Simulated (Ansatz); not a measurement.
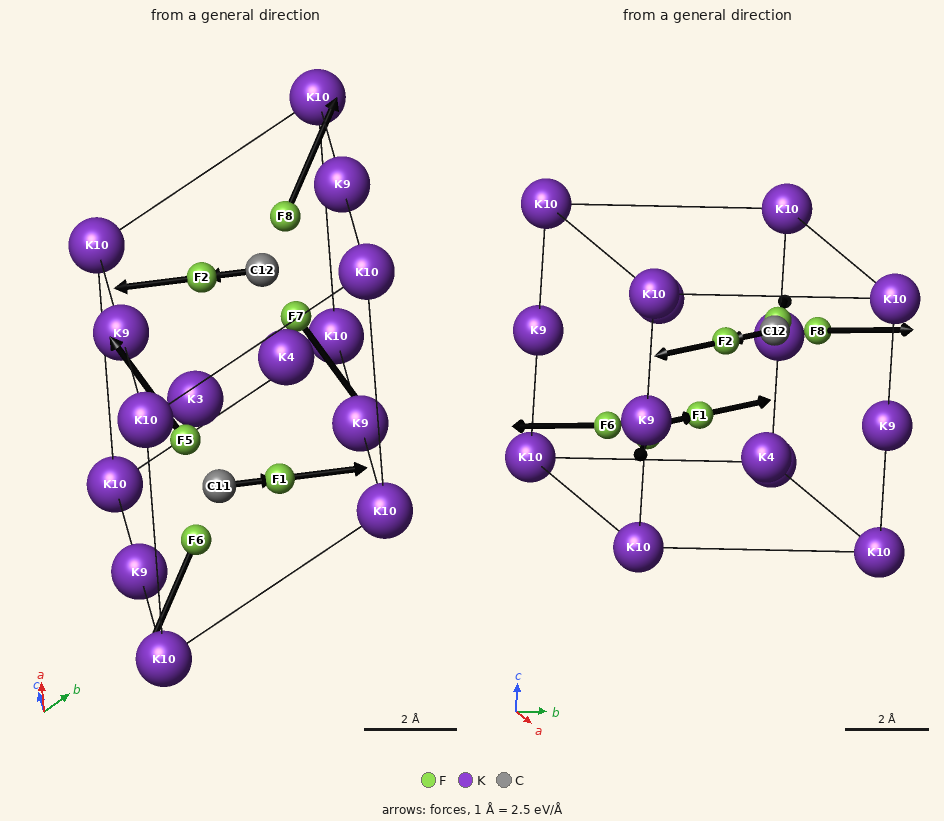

Spheres-only drawing of the structure, looking from two general directions. The box is the simulation cell; atoms on or close to its faces, edges and corners are drawn wherever they repeat. The arrows are the computed forces on the atoms.

System: K₂CF₃. Level of theory: Ansatz 0.2.0, DFT, PAW plane waves, PBE. Settings were an energy cutoff of 420 eV, k-mesh 5×5×4, Fermi-Dirac smearing of 0.1 eV, no spin polarisation.

**Is the structure at a minimum of the energy?**

No. The atoms still feel forces of up to about 6.3 eV/Å, far above a usual threshold of 0.01 to 0.03 eV/Å.

**Which atom is furthest from force balance?**

F5, F6, F7 and F8, about 6.3 eV/Å.

Provenance: a generated cell, made by putting these elements into a known structure type (the compound may or may not exist in this form); not relaxed. Ansatz was used for an electronic-structure calculation on it.
